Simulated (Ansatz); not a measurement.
## Electronic structure of AlH$_{2}$SSi (charge −1) in real space

Input file:

```
crystal:
  periodic: [false, false, false]
  atoms:
    - {symbol: Al, position_ang: [-0.406178, 1.195755, -2.468238]}
    - {symbol: S, position_ang: [1.310820, 1.720071, -4.040235]}
    - {symbol: Si, position_ang: [1.278395, 3.006889, -2.270985]}
    - {symbol: H, position_ang: [-0.206677, -0.265226, -1.788273]}
    - {symbol: H, position_ang: [-1.896271, 1.445158, -3.063247]}
basis:
  gaussian:
    orbitals: def2-TZVPD
total_charge: -1
hamiltonian:
  xc: pbe0
output: {forces: true, orbitals: {seedname: orbitals}}
```

Run with:

```sh
ansatz run input.yaml --threads 1 --pin off --max-ram 2610MiB --events-out events.jsonl --progress --plain --runs-dir runs
```

Geometry: BLYP-D3(BJ)/def2-SVPD.

Theory: isolated molecule in a Gaussian basis; Kohn-Sham density functional theory, functional PBE0 in Ansatz 0.2.0.

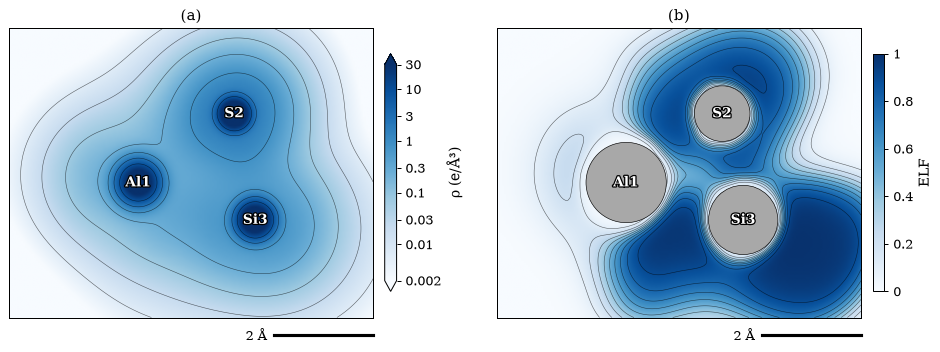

Figure 1. (a) electron density; (b) electron localisation function on the plane of atoms Al1, S2 and Si3. Grey discs cover the atomic cores in the ELF map.

Describe what can be read from this map.

- The section cuts through Al, S and Si sites.
- Si–S (2.19 Å): ρ is about 0.71 e/Å³ halfway, with its minimum of 0.58 e/Å³ about 0.8 Å from Si; the ELF peaks at about 0.85 between the atoms, as expected for a covalent bond.
- Al–S (2.39 Å): the density is about 0.46 e/Å³ at the midpoint; the ELF peaks at about 0.85 in the valence shell of S, 0.9 Å from its nucleus, and is about 0.75 at the midpoint.
- Al–Si (2.48 Å): ρ at the midpoint is about 0.41 e/Å³; the ELF peaks at about 0.85 in the valence shell of Si, 1.1 Å from its nucleus, and is about 0.85 at the midpoint.
- The ELF also peaks beside Si3 and S2, away from the bonds: lone-pair regions.

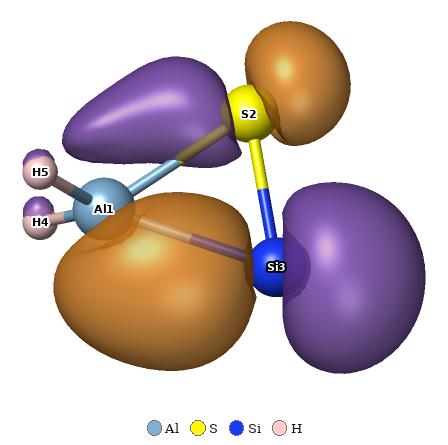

Figure 2. The HOMO at ±0.1 Å⁻³ᐟ² (orange and purple are the two phases), seen from one side.

Where does this orbital lie, and at what energy?

It lies mainly on Si3 (about 50 %), Al1 (about 30 %) and S2 (about 20 %). Its energy is −0.57 eV.

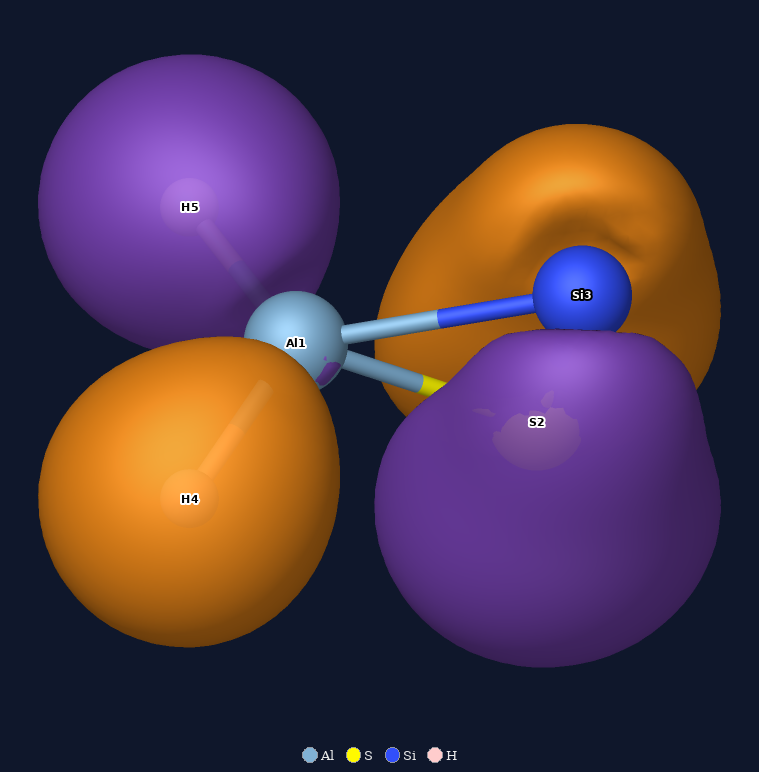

Figure 3. The HOMO−1 at ±0.06 Å⁻³ᐟ² (orange and purple are the two phases), seen at a tilt.

What is the character of this orbital?

Its weight (Hirshfeld) is mainly on S2 (about 50 %), Al1 (about 15 %), H4 (about 15 %), H5 (about 15 %) and Si3 (about 10 %). Its energy is −2.74 eV.
